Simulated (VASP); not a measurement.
Band structure of SnSe₂ (1T layered). All values below come from revPBE GGA, VASP's PBE PAW potentials (set 64) (plane waves; VASP).

Without a dispersion term in the relaxation, distances and binding between the weakly bound layers, chains or molecules are unreliable, and so is what depends on them. Unless said otherwise, spin-orbit coupling is left out, though it shifts the bands of the heavy elements here.

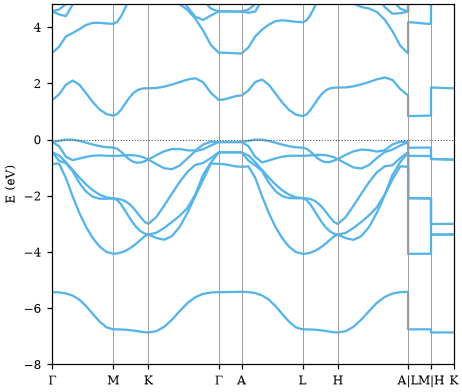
Fig. 1. Bands along high-symmetry lines, zero at the valence-band maximum or, without a gap, the Fermi level

Task: Read the plot: is there a gap, and where are the band edges?

Result: The gap is indirect, 0.84 eV, from the valence maximum at Γ-M at 0.22 to the conduction minimum at L. (Edges off the drawn lines would not show.)

Measured: gap 0.98 eV (computed value off by -0.14 eV), as given by Joseph M. Gonzalez et al., Physical Review B (2016), arXiv:1609.04381.

The compound is SnSe2 in the 1T layered structure. It was relaxed first, which changed the volume by +54 %.
